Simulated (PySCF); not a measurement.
Cyclo-(SiH2)3 (H6Si3).

PySCF calculation, PBE0/def2-SVPD, gas phase; geometry: GFN2-xTB. No frequency check shows the geometry to be a minimum.

Input script:

```python
import numpy as np
from pyscf import gto, scf, dft
from pyscf.scf import atom_ks, atom_hf
from scipy.linalg import block_diag

def solve(mol, dm0=None, hcore=None):
    mf = (dft.UKS if mol.spin else dft.RKS)(mol, xc='pbe0')
    mf.grids.level = 3
    mf = mf.density_fit(auxbasis='def2-universal-jkfit')
    mf.conv_tol, mf.max_cycle = 1e-8, 80
    if hcore is not None:
        mf.get_hcore = lambda *args: hcore
    mf.kernel(dm0)
    if not mf.converged:
        mf = mf.newton().run(mf.mo_coeff, mf.mo_occ, max_cycle=30)
    assert mf.converged, 'SCF not converged'
    return mf

mol = gto.M(atom='''
Si    -1.07414    -0.82090    -0.00002
H     -1.77953    -1.35942     1.16698
H     -1.77986    -1.35924    -1.16660
Si     1.24799    -0.51979    -0.00001
H      2.06739    -0.86036    -1.16710
H      2.06721    -0.86175     1.16648
Si    -0.17381     1.34063     0.00002
H     -0.28878     2.22080    -1.16654
H     -0.28715     2.22079     1.16705
''', basis='def2-svpd', charge=0, spin=0, verbose=4)
mf = solve(mol)
out = dict(e0=mf.e_tot, dm0=mf.make_rdm1(), c=mf.mo_coeff, occ=mf.mo_occ, eps=mf.mo_energy)
for name, dq, spin in [('cation', 1, 1), ('anion', -1, 1)]:
    ion = mol.copy().set(charge=mol.charge + dq, spin=spin).build()
    mi = solve(ion)
    if spin and dq > 0 and mol.nao < 130:
        c, _, stable, _ = mi.stability(return_status=True)
        if not stable:
            mi = solve(ion, mi.make_rdm1(c, mi.mo_occ))
    print(name, 'vertical energy change / eV', (mi.e_tot - mf.e_tot) * 27.211386)
    out.update({'e_' + name: mi.e_tot, 'dm_' + name: mi.make_rdm1(), 's2_' + name: mi.spin_square()[0], 'eps_' + name: mi.mo_energy, 'occ_' + name: mi.mo_occ})
# spherically averaged free atoms, for the promolecule
atm = atom_ks.get_atm_nrks(mol, xc='pbe0')
pro = block_diag(*[(atm[a[0]][2] * atm[a[0]][3]) @ atm[a[0]][2].T for a in mol._atom])
np.savez('result.npz', pro=pro, **out)
```

Run with:

```sh
OMP_NUM_THREADS=1 python input.py
```

The run took 6 min on 1 thread of Intel(R) Xeon(R) Processor @ 2.50GHz (Skylake/Cascade Lake), on a shared host, peak memory 0.62 GiB.

Partitions, critical points and surface values were worked out afterwards from this run's density.

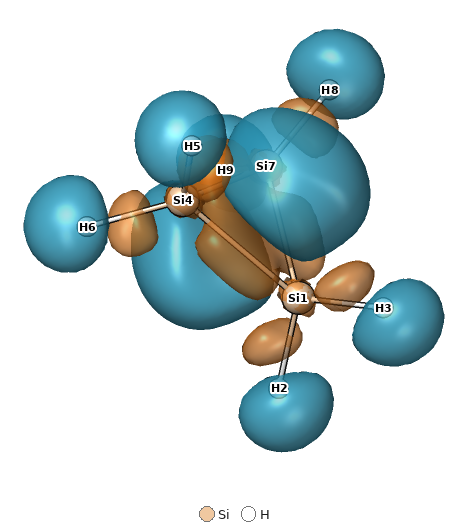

Fukui function f⁺ = ρ(N+1) − ρ(N) at fixed geometry, surfaces at ±0.015 e/Å³ (light blue positive, orange negative).

Q: Which atoms respond most to the addition of an electron?

A: f⁺ (Hirshfeld-condensed) is largest on Si1, Si4 and Si7 (0.18 each); the vertical electron affinity is −0.27 eV (the stability of the anion's solution wasn't checked; negative: at this level and geometry the extra electron isn't bound, and the finite basis holds it). Condensed values hint at sites of nucleophilic attack but needn't mark the atom that reacts. Orbital relaxation makes it negative in places (0.18 e in all).
